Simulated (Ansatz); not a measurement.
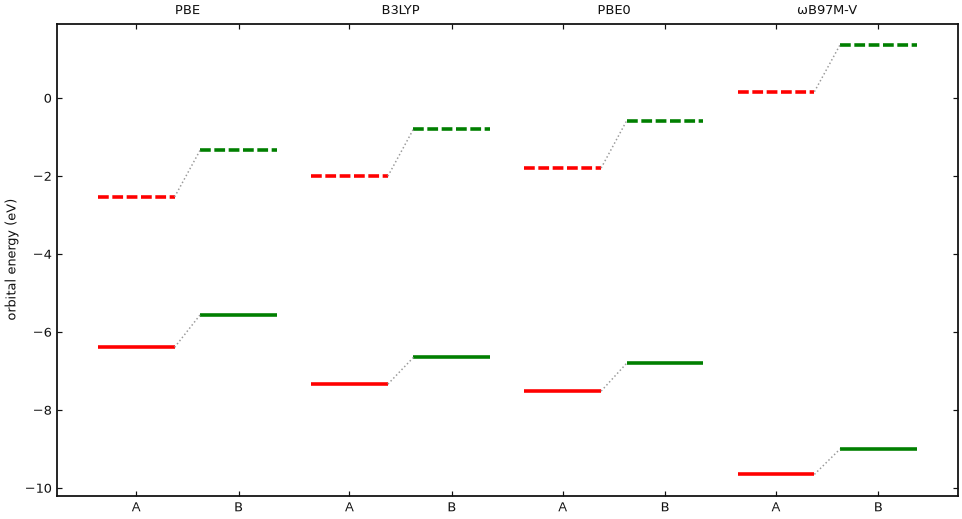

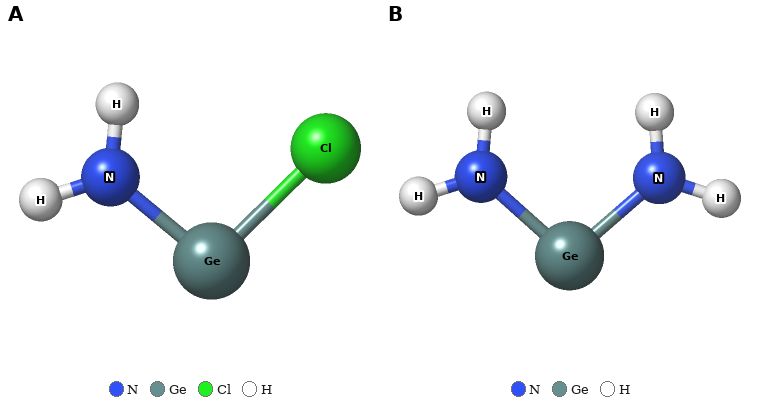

One change: A, GeNH₂Cl (SMILES [NH2][Ge][Cl]), becomes B, GeN₂H₄ (SMILES [NH2][Ge][NH2]). Cl on Ge is replaced by NH₂. HOMO (solid) and LUMO (dashed) computed in def2-TZVPP at PBE0-D4/def2-TZVP geometries, both minima by their frequencies, gas phase, the Ansatz code. Empty levels above zero depend strongly on the basis.

Q: What does the change do to HOMO and LUMO?

A: PBE: the HOMO rises by 0.84 eV, the LUMO rises by 1.20 eV, and the separation goes from 3.86 to 4.22 eV. B3LYP: the HOMO rises by 0.69 eV, the LUMO rises by 1.21 eV, and the separation goes from 5.33 to 5.85 eV. PBE0: the HOMO rises by 0.72 eV, the LUMO rises by 1.22 eV, and the separation goes from 5.72 to 6.22 eV. ωB97M-V: the HOMO rises by 0.65 eV, the LUMO rises by 1.20 eV, and the separation goes from 9.81 to 10.36 eV.

Q: Do the functionals agree on the effect?

A: They agree on the direction for both levels; the HOMO shift lies between 0.65 and 0.84 eV and the LUMO shift between 1.20 and 1.22 eV, while the separations themselves differ by up to 6.1 eV between functionals.
